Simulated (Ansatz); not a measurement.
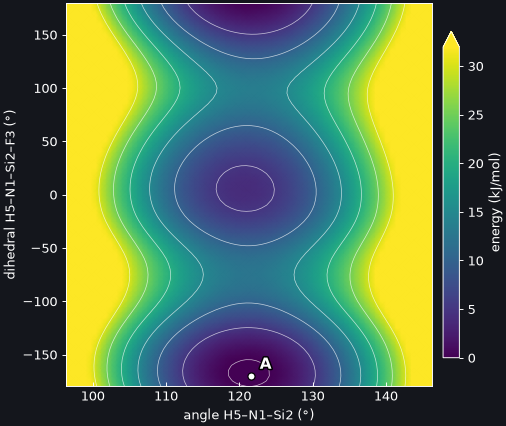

ClFH₂NSi, SMILES N[Si](F)Cl, spin multiplicity 2. The first coordinate is: angle H5–N1–Si2; the second: dihedral H5–N1–Si2–F3. Nothing is relaxed (all other coordinates rigid). The grid has 9 × 9 points. Points are written as (first, second). Energies: kJ/mol, counted from the lowest grid point. Method: UKS r2SCAN0-D4/def2-SVP (Ansatz).

In the figure: a smooth colour map with a few white contour lines, one colour for all values above the top of the scale, the point A. Between grid points the surface is interpolated.

Q: Find the lowest pass out of the well at A.

A: The easiest path leads from the well at about (122°, −170°) to the well at about (121°, 5°), about 4.5 kJ/mol higher. Its highest point lies about 13 kJ/mol above the bottom of the first well on the interpolated surface, at about (121°, −75°). Seen from the upper well the barrier is about 8.5 kJ/mol. The start is the relaxed structure and all else is held, so a fully relaxed path at this level can only be lower.

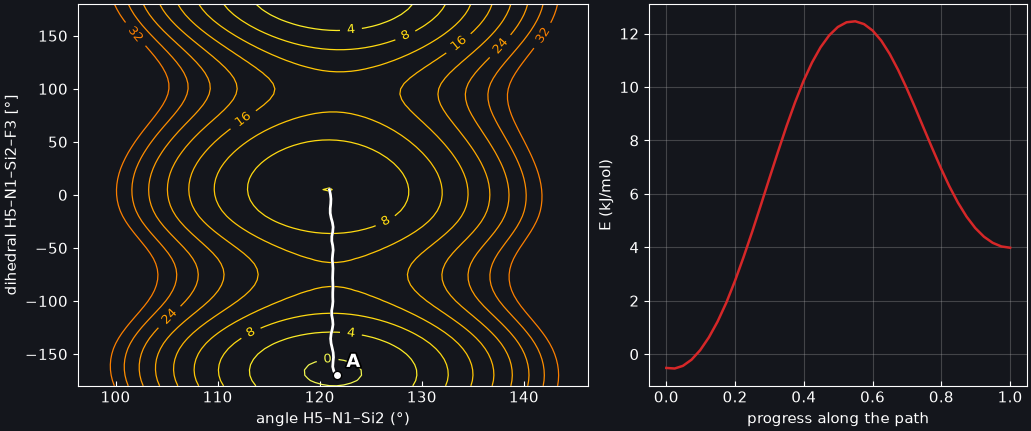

The picture shows contour lines labelled in kJ/mol (none above 32), a line along the lowest path, the energy along the path at the right. Between grid points the surface is interpolated.
